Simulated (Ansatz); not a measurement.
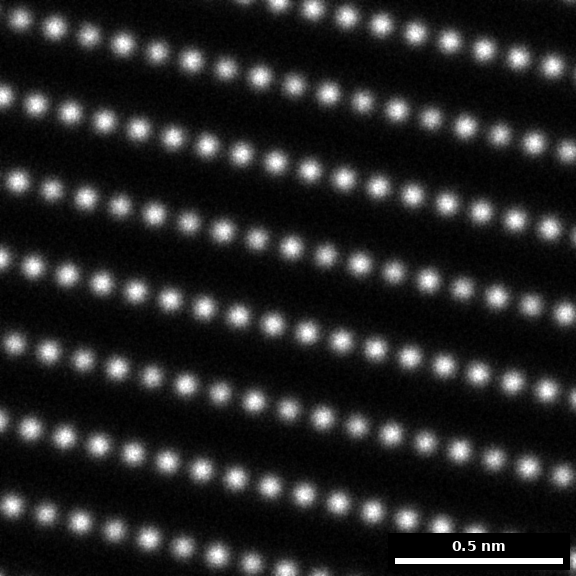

Z-contrast image of TaPb₃ (P4/mmm, No. 123). Simulation: incoherent imaging, intensity Z^1.6 per atom, probe width 0.50 Å, thin sample. The probe carries 25 % of its weight in a tail 2.5 times as wide. Shot noise was added. Structure: the end point of a relaxation with DFT, PAW plane waves, r2scan (Ansatz); the starting structure was generated, so it need not be a known form of this composition.

```cif
data_structure
_symmetry_space_group_name_H-M 'P 1'
_symmetry_Int_Tables_number 1
_cell_length_a 4.7482
_cell_length_b 4.7482
_cell_length_c 4.6320
_cell_angle_alpha 90.000
_cell_angle_beta 90.000
_cell_angle_gamma 90.000
_cell_volume 104.43
loop_
_atom_site_label
_atom_site_type_symbol
_atom_site_fract_x
_atom_site_fract_y
_atom_site_fract_z
_atom_site_occupancy
Pb1 Pb 0.00000 0.50000 0.50000 1
Pb2 Pb 0.50000 0.00000 0.50000 1
Pb3 Pb 0.50000 0.50000 0.00000 1
Ta1 Ta 0.00000 0.00000 0.00000 1
```

Along which zone axis is the crystal seen: [112], [100], [110] or [102]? (Directions equivalent by symmetry count as one.)

[102]. The projected cells are 2.72 × 3.36 Å, 90° for [112]; 4.63 × 4.75 Å, 90° for [100]; 3.36 × 4.63 Å, 90° for [110]; 2.11 × 4.75 Å, 90° for [102], and the image repeats as the [102] one does.
